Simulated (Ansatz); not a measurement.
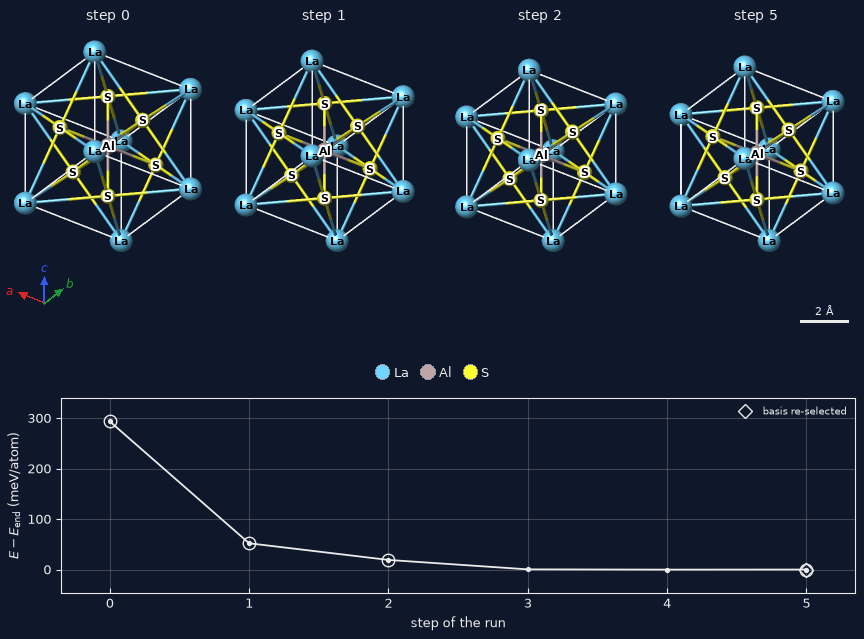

Frames of a relaxation of a crystal of LaAlS3 (built on the KZnF3-221 type type), marked on the history of the run. The picture is a ball-and-stick view of the cell of the calculation, seen from a free direction.

Computed with DFT, PBEsol, plane waves, PAW (Ansatz).

The input:
```yaml
crystal:
  lattice:
    - [5.02477076, 0.0, 0.0]
    - [0.0, 5.02477076, 0.0]
    - [0.0, 0.0, 5.02477076]
  atoms:
    - { symbol: La, position: [0.0, 0.0, 0.0] }
    - { symbol: Al, position: [0.5, 0.5, 0.5] }
    - { symbol: S, position: [0.0, 0.5, 0.5] }
    - { symbol: S, position: [0.5, 0.0, 0.5] }
    - { symbol: S, position: [0.5, 0.5, 0.0] }
kpoints:
  mp_grid: { grid: [4, 4, 4] }
hamiltonian:
  xc: pbesol
scf:
  occupations: { method: fermi_dirac, width: 0.03 }
relax:
  f_tol: 0.01
  cell: {}
  max_steps: 120
```

Command:
```bash
ansatz run input.yaml --threads 2 --pin off --max-ram 2211MiB --backend cpu --events-out ev --progress --plain --runs-dir out
```

### Describe the path.

The atoms keep their places relative to the cell (all moves are under 0.005 Å). The drawn cell changes as follows: a = b = c 5.025 → 4.624 Å (−8.0 %); the volume changes by −22.1 %. Among the contacts that change: La1–S3 3.553 → 3.270 Å, Al2–S3 2.512 → 2.312 Å. The space group stays Pm-3m (No. 221). After 4 accepted moves (5 points after the start) the energy has fallen by 293 meV per atom. All forces vanish by symmetry, so only the cell relaxes. The pressure goes from −13.47 to −0.01 GPa. At 1 point the geometry stayed and the basis and grid were re-selected for the new cell (energy shift of 0.2 meV per atom at most each time). The run took 37 s on 2 threads of Intel(R) Xeon(R) Processor @ 2.50GHz (Skylake/Cascade Lake) (shared host), peak memory 0.41 GiB. From step 0 to 1: volume −13.9 %, energy −241 meV per atom. From step 1 to 2: volume −14.5 %, energy −33.0 meV per atom. From step 2 to 5: volume +5.9 %, energy −19.0 meV per atom.
